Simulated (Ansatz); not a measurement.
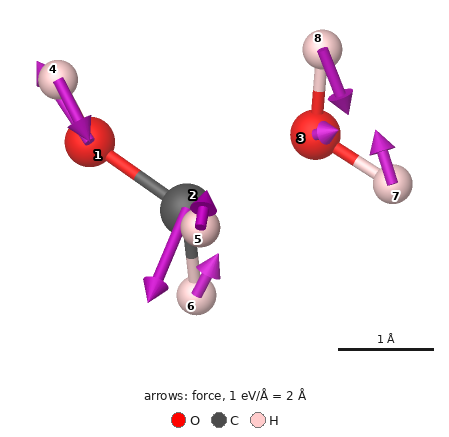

Starting geometry of CH₅O₂ (charge +1) with the computed forces as purple arrows. Style: ball-and-stick. Shown face on.

Method: RKS PBE0-D4/def2-TZVP (Ansatz).

Input file:
```yaml
crystal:
  periodic: [false, false, false]
  atoms:
    - {symbol: O, position_ang: [-1.296100, 0.513150, -0.326010]}
    - {symbol: C, position_ang: [-0.000060, 0.559620, -0.190700]}
    - {symbol: O, position_ang: [0.441090, -0.677280, 0.775860]}
    - {symbol: H, position_ang: [-1.640470, -0.016090, -1.064580]}
    - {symbol: H, position_ang: [0.624020, 0.426830, -1.081610]}
    - {symbol: H, position_ang: [0.299960, 1.403360, 0.438090]}
    - {symbol: H, position_ang: [1.388070, -0.652740, 1.017580]}
    - {symbol: H, position_ang: [0.183490, -1.556850, 0.431370]}
basis:
  gaussian: {orbitals: def2-TZVP}
total_charge: 1
hamiltonian: {xc: pbe0, dispersion: d4}
relax: {f_tol: 0.005, max_steps: 200}
```

Command:
```bash
ansatz run in.yaml --threads 2 --pin off --events-out ev --progress --plain --max-ram 4352MiB
```

**Is this structure relaxed? If not, where do the atoms go?**

It isn't relaxed: the largest force vector, on C2, is 0.59 eV/Å. The final displacements follow the starting forces only in part (cosine between the two patterns 0.40). The largest moves after the best rigid fit, 1.36 Å, are those of H7 and H8. Largest moves by element: H 1.36 Å, O 0.38 Å, C 0.11 Å. Near-neighbour distances that change, for instance: C2–O3 1.631 → 1.670 Å, C2–H6 1.094 → 1.087 Å, C2–H5 1.096 → 1.089 Å, O3–H7 0.978 → 0.973 Å. Among the angles between lasting bonds that change: C2–O1–H4 116.8° → 113.4°, H5–C2–H6 113.9° → 116.2°, H7–O3–H8 111.4° → 109.3°. The energy falls by 0.128 eV in 34 accepted moves (44 points after the start). Largest force component: 0.51 eV/Å at the start, 0.0021 eV/Å at the end. The line search rejected the trial steps at points 5, 9, 12, 13, 16, 21, 24, 28 and more of the run.
